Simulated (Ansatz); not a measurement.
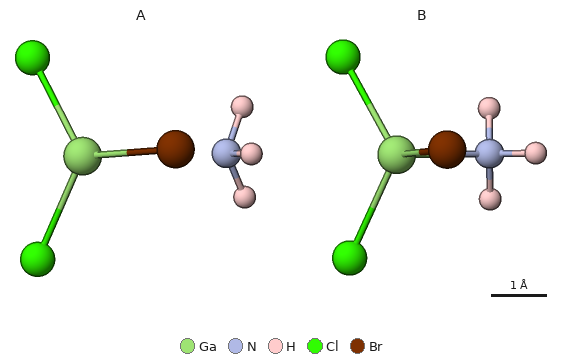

Two geometries of GaNH3BrCl2, drawn at one scale. One is the start of a relaxation, the other its converged end. A ball-and-stick model, seen at a tilt.

Method: Ansatz 0.2.0, RKS PBE0-D4/def2-SVP. Settings: no spin polarisation; force threshold 0.03 eV/Å; at most 50 steps.

> Which of the two is the end point?

Structure B is the relaxed one. The run prepares an end point of a later path (reaction) calculation, from a guessed geometry. An H atom moves most after the best rigid fit: 0.68 Å. Largest moves by element: H 0.68 Å, Cl 0.64 Å, Ga 0.64 Å, N 0.42 Å, Br 0.30 Å. Near-neighbour distances that change, for instance: Ga–N 3.102 → 2.070 Å, Br–Ga 2.383 → 2.303 Å, Cl–Ga 2.124 → 2.164 Å, H–N 1.037 → 1.022 Å. New bonds form, among them: Ga–N (3.10 → 2.07 Å). Among the angles between lasting bonds that change: Cl–Ga–Cl 120.6° → 116.3°, Cl–Ga–Br 119.7° → 117.2°. Over 9 geometry steps the energy falls by 1.162 eV. The largest force component goes from 1.3 to 0.009 eV/Å. The run took 36 s on 4 threads of Arm Neoverse V1, on a shared host, peak memory 0.4 GiB.

Limits of the set-up: the start holds two separate molecules, 2.8 Å apart at their closest, whose relative position is a soft coordinate.
